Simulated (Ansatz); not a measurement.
**Profile along the Cu–Cu line in Cu (fcc, Cu type)**

Cu (fcc, Cu type), conventional cell a = b = c = 3.564 Å, α = β = γ = 90.00°. The calculation uses the primitive cell of 1 atom, to which meshes and values per cell refer.

Fields along a shortest Cu–Cu line of a {111} plane (2.52 Å), from Cu to Cu, interpolated on the slice's grid (step about 0.1 Å). These are PBEsol (plane waves to 420 eV, PAW, scalar-relativistic; Ansatz, a quantum-chemistry and plane-wave program) values and carry that method's errors. k mesh 22×22×22. Near the nuclei the fields are pseudised (PAW); where an atom keeps semicore shells as valence, they peak there. Cu is run without spin polarisation. Cu was relaxed with its symmetry unable to fall.

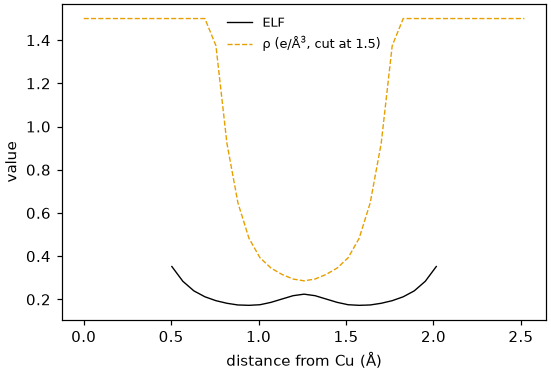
Figure. ELF (away from the nuclei) and valence density from Cu to Cu.

Density on the Cu–Cu line (2.52 Å) at its midpoint: 0.29 e/Å³. ELF at that point: 0.22.
